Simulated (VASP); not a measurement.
Consider the following.

```yaml
crystal:
  lattice:
    - [4.08268, 0.00000, 0.00000]
    - [0.00000, 4.08268, 0.00000]
    - [0.00000, 0.00000, 4.08268]
  atoms:
    - { symbol: K, position: [0.00000, 0.00000, 0.00000] }
    - { symbol: Zn, position: [0.50000, 0.50000, 0.50000] }
    - { symbol: F, position: [0.50000, 0.00000, 0.50000] }
    - { symbol: F, position: [0.00000, 0.50000, 0.50000] }
    - { symbol: F, position: [0.50000, 0.50000, 0.00000] }
```

Method: optB88-vdW, VASP's PBE PAW potentials (set 64) (plane waves; VASP). Run with 520 eV cut-off, 6×6×6 Γ-centred mesh, tetrahedra with Blöchl corrections, potentials K_sv Zn F.

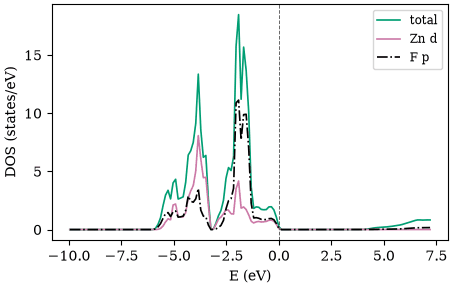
Figure: Total and projected density of states, zero at the valence-band maximum

Within 2 eV below the valence-band maximum the largest weight inside VASP's projection spheres is F p, then Zn d.

The gap is indirect, 3.81 eV, from the valence maximum at R to the conduction minimum at Γ.

The compound is KZnF3 in the cubic perovskite structure. It was relaxed first.
